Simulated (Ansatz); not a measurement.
Take Ba₄As₂O (space group I4/mmm, No. 139; a = 5.0998 Å, c = 17.0854 Å; a cell from a computed database, its experimental status unchecked) as the base.

The same geometry is solved again with r2SCAN.

Levels (all Ansatz, a first-principles code, PAW): r2SCAN (500 eV, no spin-orbit coupling); PBEsol (420 eV, spin-orbit coupling left out).

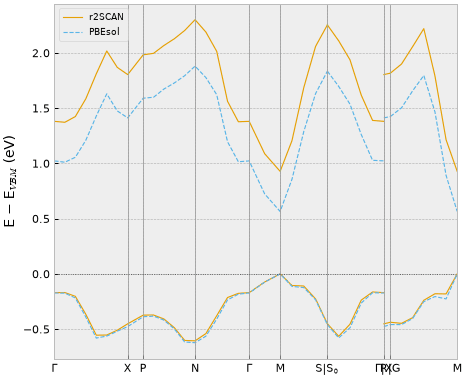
Figure: Highest valence and lowest conduction band along the path, each from its own valence-band maximum

The gap is 0.93 eV, direct at M; the base has 0.56 eV.

Single points use the geometry relaxed with PBEsol. Whether these cells are dynamically stable was not tested.
